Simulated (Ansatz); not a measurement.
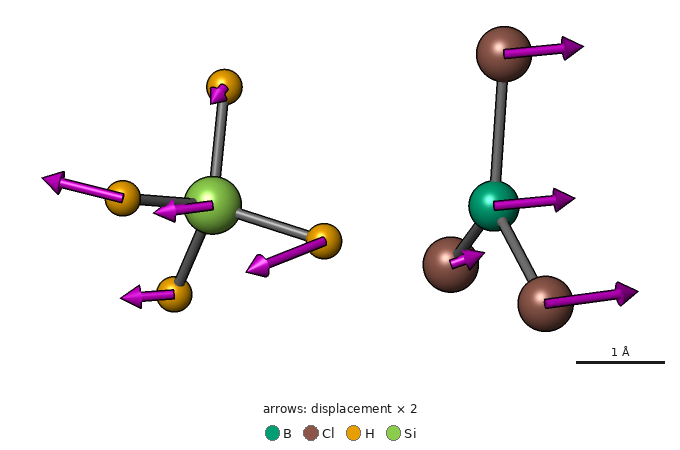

This is a relaxation of BSiH$_{4}$Cl$_{3}$. The starting structure is drawn; purple arrows show the displacements, magnified 2 times. The two geometries are superimposed by the best rigid fit.

Style: ball-and-stick. Shown at a tilt.

The run prepares an end point of a later path (reaction) calculation, from a guessed geometry.

Level of theory: UKS PBE/def2-SVP in Ansatz. Settings: collinear spin; force threshold 0.03 eV/Å; at most 50 steps.

What happened in the run?

After 9 accepted moves (11 points after the start) the energy has fallen by 0.223 eV. The largest force component goes from 1.2 to 0.014 eV/Å. The line search rejected the trial steps at points 7, 10 of the run. The forces were under the threshold at step 6, but the run went on from there. A Cl atom moves most after the best rigid fit: 0.57 Å. By element the largest moves are Cl 0.57 Å, H 0.56 Å, B 0.48 Å, Si 0.35 Å. Among the contacts that change: B–Cl 1.823 → 1.753 Å, H–Si 1.454 → 1.503 Å, H–Si 1.510 → 1.503 Å. Cost: 37 s on 4 threads of Arm Neoverse N1, with other jobs on the host, peak memory 0.19 GiB.

Limits of the set-up: the start holds two separate molecules, 2.3 Å apart at their closest, whose relative position is a soft coordinate and is computed without a dispersion correction.
